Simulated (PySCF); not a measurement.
# [AlF4]− (fluoroaluminate): levels of theory compared

We compute a comparison of 6 runs (HF/STO-3G, HF/3-21G, HF/def2-SVP, PBE/3-21G, r2SCAN/6-31G*, r2SCAN/def2-SVP) of [AlF4]− (fluoroaluminate). 

Program for the calculation: PySCF 2.14.0.

**1. The system as given**

[AlF4]− has 5 atoms, charge -1, and is taken as a singlet. As SMILES, `[F][Al-]([F])([F])[F]`. The shape is that of a PBE0-D4/def2-TZVPD optimisation.

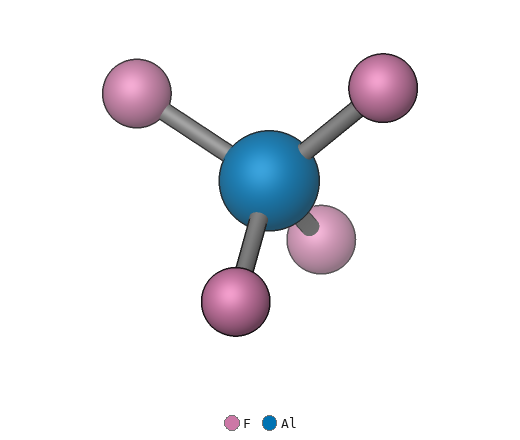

The structure, seen from a chosen angle (fluorine pink, aluminium blue).

**2. Energy and gradient at HF/STO-3G (run 1)**

Contents of input.py:

```python
# [F][Al-]([F])([F])[F]
from pyscf import gto, scf

system = gto.M(
    atom=[
    ('F', (-0.101500, -0.294000, 1.660000)),
    ('Al', (-0.000000, 0.000000, 0.000000)),
    ('F', (-1.343000, 0.895800, -0.496200)),
    ('F', (0.034500, -1.469900, -0.831000)),
    ('F', (1.409900, 0.868100, -0.332800)),
],
    spin=0,
    max_memory=1860,
    charge=-1,
    verbose=3,
    basis='sto-3g',
)

mf = scf.RHF(system)
mf.conv_tol = 1e-10
mf.kernel()
if not mf.converged:
    mf = mf.newton().run(mf.mo_coeff, mf.mo_occ)

e_tot = mf.e_tot
print(f'total energy: {e_tot:.8f} hartree')
grad = mf.nuc_grad_method().kernel()
dip = mf.dip_moment()
pop, q = mf.mulliken_pop()
```

The run is started by

```sh
$ OMP_NUM_THREADS=1 python input.py
```

What it wrote:

```text
converged SCF energy = -631.216724727578
total energy: -631.21672473 hartree
--------------- RHF gradients ---------------
         x                y                z
0 F    -0.0020172833    -0.0058390164     0.0329747700
1 Al     0.0000257426     0.0000156970    -0.0000040248
2 F    -0.0266747611     0.0177926016    -0.0098556979
3 F     0.0006836500    -0.0292009364    -0.0165095451
4 F     0.0279826518     0.0172316542    -0.0066055021
----------------------------------------------

WARN: System has nonzero charge -1; the dipole moment is origin-dependent.
Location of origin: [0. 0. 0.]

Dipole moment(X, Y, Z, Debye):  0.00032,  0.00001, -0.00000
 ** Mulliken pop  **
pop of  0 F 1s            1.99921
pop of  0 F 2s            1.95369
pop of  0 F 2px           1.95979
pop of  0 F 2py           1.95062
pop of  0 F 2pz           1.62929
pop of  1 Al 1s           1.99940
pop of  1 Al 2s           1.97948
pop of  1 Al 3s           0.78659
pop of  1 Al 2px          1.94268
pop of  1 Al 2py          1.94268
pop of  1 Al 2pz          1.94268
pop of  1 Al 3px          0.47868
pop of  1 Al 3py          0.47869
pop of  1 Al 3pz          0.47869
pop of  2 F 1s            1.99921
pop of  2 F 2s            1.95368
pop of  2 F 2px           1.74390
pop of  2 F 2py           1.86443
pop of  2 F 2pz           1.93139
pop of  3 F 1s            1.99921
pop of  3 F 2s            1.95369
pop of  3 F 2px           1.96089
pop of  3 F 2py           1.70092
pop of  3 F 2pz           1.87790
pop of  4 F 1s            1.99921
pop of  4 F 2s            1.95368
pop of  4 F 2px           1.72172
pop of  4 F 2py           1.87030
pop of  4 F 2pz           1.94769
 ** Mulliken atomic charges  **
charge of    0F =     -0.49261
charge of    1Al =      0.97043
charge of    2F =     -0.49261
charge of    3F =     -0.49261
charge of    4F =     -0.49261
```

Run time: 1.1 s. Hardware: 1 thread of Intel Xeon Platinum 8488C (Sapphire Rapids), shared host; peak memory 0.12 GiB.

**3. Energy and forces at HF/3-21G (run 2)**

Contents of calc.py:

```python
import pyscf.grad
from pyscf import gto, scf

molecule = gto.M(
    atom=[
    ('F', (-0.101500, -0.294000, 1.660000)),
    ('Al', (-0.000000, 0.000000, 0.000000)),
    ('F', (-1.343000, 0.895800, -0.496200)),
    ('F', (0.034500, -1.469900, -0.831000)),
    ('F', (1.409900, 0.868100, -0.332800)),
],
    charge=-1,
    basis='3-21g',
    verbose=3,
    max_memory=1860,
)

calc0 = scf.RHF(molecule)
calc0.conv_tol = 1e-10
calc0.kernel()
if not calc0.converged:
    calc0 = calc0.newton().run(calc0.mo_coeff, calc0.mo_occ)

e_tot = calc0.e_tot
print('E(%s) = %.9f' % ('HF', e_tot))
grad = calc0.Gradients().kernel()
calc0.analyze()
```

The run is started by

```sh
$ OMP_NUM_THREADS=1 python calc.py
```

What it wrote:

```text
converged SCF energy = -636.590817364827
E(HF) = -636.590817365
--------------- RHF gradients ---------------
         x                y                z
0 F    -0.0008587300    -0.0024832905     0.0140288866
1 Al     0.0000234185     0.0000148481    -0.0000038072
2 F    -0.0113463234     0.0075686326    -0.0041924109
3 F     0.0002899552    -0.0124245819    -0.0070253405
4 F     0.0118916797     0.0073243916    -0.0028073279
----------------------------------------------
**** MO energy ****
MO #1   energy= -57.8728194668501  occ= 2
MO #2   energy= -25.8676995303056  occ= 2
MO #3   energy= -25.8671294375719  occ= 2
MO #4   energy= -25.8671217059744  occ= 2
MO #5   energy= -25.8671199345754  occ= 2
MO #6   energy= -4.67255335153273  occ= 2
MO #7   energy= -2.97930970031801  occ= 2
MO #8   energy= -2.97930893112211  occ= 2
MO #9   energy= -2.97930873225411  occ= 2
MO #10  energy= -1.29912634279043  occ= 2
MO #11  energy= -1.27966724477554  occ= 2
MO #12  energy= -1.27965538550115  occ= 2
MO #13  energy= -1.27965399401452  occ= 2
MO #14  energy= -0.463518293050083 occ= 2
MO #15  energy= -0.409177114707751 occ= 2
MO #16  energy= -0.409175677100864 occ= 2
MO #17  energy= -0.409174945453873 occ= 2
MO #18  energy= -0.368587939347148 occ= 2
MO #19  energy= -0.368587592666676 occ= 2
MO #20  energy= -0.365904770030139 occ= 2
MO #21  energy= -0.365900620257602 occ= 2
MO #22  energy= -0.365899987195118 occ= 2
MO #23  energy= -0.351341615397229 occ= 2
MO #24  energy= -0.351340419968038 occ= 2
MO #25  energy= -0.351336550811809 occ= 2
MO #26  energy= 0.367773862704297  occ= 0
MO #27  energy= 0.407699337420394  occ= 0
MO #28  energy= 0.407701916745637  occ= 0
MO #29  energy= 0.407703354421592  occ= 0
MO #30  energy= 0.711804383070016  occ= 0
MO #31  energy= 0.756366885714848  occ= 0
MO #32  energy= 0.756374091594667  occ= 0
MO #33  energy= 0.756380218573875  occ= 0
MO #34  energy= 2.4256749364842    occ= 0
MO #35  energy= 2.42567631929488   occ= 0
MO #36  energy= 2.49201242908516   occ= 0
MO #37  energy= 2.49201650211135   occ= 0
MO #38  energy= 2.49201715703247   occ= 0
MO #39  energy= 2.55638906940579   occ= 0
MO #40  energy= 2.5563936990168    occ= 0
MO #41  energy= 2.55639806820969   occ= 0
MO #42  energy= 2.69536460774282   occ= 0
MO #43  energy= 2.69537038953753   occ= 0
MO #44  energy= 2.695374846338     occ= 0
MO #45  energy= 2.80238762055011   occ= 0
MO #46  energy= 3.90294980600291   occ= 0
MO #47  energy= 3.90296305047606   occ= 0
MO #48  energy= 3.90297044477711   occ= 0
MO #49  energy= 4.21903291619719   occ= 0
 ** Mulliken atomic charges  **
charge of    0F =     -0.57628
charge of    1Al =      1.30510
charge of    2F =     -0.57628
charge of    3F =     -0.57628
charge of    4F =     -0.57627

WARN: System has nonzero charge -1; the dipole moment is origin-dependent.
Location of origin: [0. 0. 0.]

Dipole moment(X, Y, Z, Debye):  0.00035, -0.00001,  0.00000
```

It took 1.1 s on 1 thread of Intel Xeon Platinum 8488C (Sapphire Rapids), shared host; peak memory 0.12 GiB.

Runs 3 to 5 aren't shown in full; the table further down has their settings and results.

**4. Energy and gradient at r2SCAN/def2-SVP (run 6)**

Contents of input.xyz:

```xyz
5
AlF4
F     -0.101500    -0.294000     1.660000
Al     0.000000     0.000000     0.000000
F     -1.343000     0.895800    -0.496200
F      0.034500    -1.469900    -0.831000
F      1.409900     0.868100    -0.332800
```

Contents of calc.py:

```python
import pyscf.grad
from pyscf import gto, dft

mol = gto.M(
    atom='input.xyz',
    spin=0,
    max_memory=1860,
    basis='def2-svp',
    charge=-1,
    verbose=4,
)

calc0 = dft.RKS(mol)
calc0.xc = 'r2scan'
calc0.grids.level = 5
calc0.conv_tol = 1e-10
calc0.kernel()
if not calc0.converged:
    calc0 = calc0.newton().run(calc0.mo_coeff, calc0.mo_occ)

etot = calc0.e_tot
print(f'total energy: {etot:.8f} hartree')
grad = calc0.Gradients().kernel()
dip = calc0.dip_moment()
pop, q = calc0.mulliken_pop()
```

The run is started by

```sh
$ OMP_NUM_THREADS=1 python calc.py
```

What it wrote:

```text
PySCF version 2.14.0

[... 74 lines left out ...]
converged SCF energy = -641.603668693801
total energy: -641.60366869 hartree
[... 13 lines left out ...]
WARN: System has nonzero charge -1; the dipole moment is origin-dependent.
[... 2 lines left out ...]
Dipole moment(X, Y, Z, Debye):  0.00034,  0.00004,  0.00000
[... 80 lines left out ...]
charge of    4F =     -0.50658
```

Wall time 18 s (1 thread of Intel Xeon Platinum 8488C (Sapphire Rapids), shared host); peak memory 0.73 GiB.

**5. Overview of the runs**

| run | level | integration grid | energy (Eh) | HOMO energy (eV) | LUMO energy (eV) | HOMO–LUMO gap (eV) | wall time |
| --- | --- | --- | --- | --- | --- | --- | --- |
| 1 | HF/STO-3G | – | -631.216725 | -2.20 | 21.37 | 23.57 | 1.1 s |
| 2 | HF/3-21G | – | -636.590817 | -9.56 | 10.01 | 19.57 | 1.1 s |
| 3 | HF/def2-SVP | – | -639.654988 | -10.50 | 8.79 | 19.29 | 2.7 s |
| 4 | PBE/3-21G | 5 | -638.100545 | -1.35 | 5.97 | 7.32 | 6.9 s |
| 5 | r2SCAN/6-31G* (spherical functions) | 5 | -641.963549 | -2.81 | 6.25 | 9.06 | 20 s |
| 6 | r2SCAN/def2-SVP | 5 | -641.603669 | -3.02 | 6.14 | 9.16 | 18 s |

**6. What came out**

| quantity | value |
| --- | --- |
| run 6: total energy | -641.60367 Eh |
| run 6: HOMO energy | -3.02 eV |
| run 6: LUMO energy | 6.14 eV |
| run 6: HOMO–LUMO gap (to an unbound level, set by the basis) | 9.16 eV |
| run 6: largest force on an atom | 0.261 eV/Å |

What this shows: The HOMO–LUMO gap runs from 7.32 eV (PBE/3-21G) to 23.57 eV (HF/STO-3G). The two ends differ in method and basis. The empty levels of an anion lie above zero and hang on the basis. Totals of different functionals can't be ranked against each other. In run 1 the basis is minimal, so the values are rough. All runs together took 50 s, the longest 20 s.
